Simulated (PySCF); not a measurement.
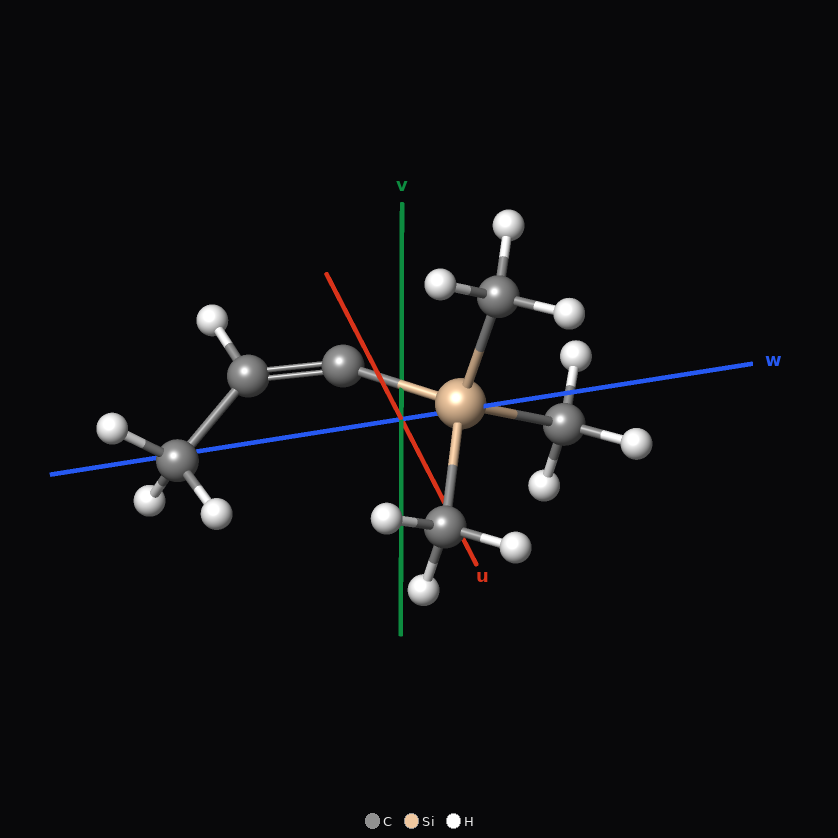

The lines u, v and w are the principal axes of the g tensor. State: neutral, doublet. The computed structure is the end point of a GFN2-xTB optimisation. No frequency run is at hand to confirm it as a minimum. Level of theory: UKS B3LYP, pcH-1 on C H Si, non-relativistic, mean-field spin-orbit, GIAO (PySCF 2.14.0).

Question. Along which axis does g lie farthest from the free-electron value?

Answer. Along w: the shift is −567 ppm.

Give the principal values and shifts.

```
axis        g  shift (ppm)
   u  2.00279          468
   v  2.00205         −273
   w  2.00175         −567
```

The geometry is semi-empirical. Around Si such bond lengths and angles can be off by a tenth of an ångström or more and by several degrees, and values that hang on the shape move with them.
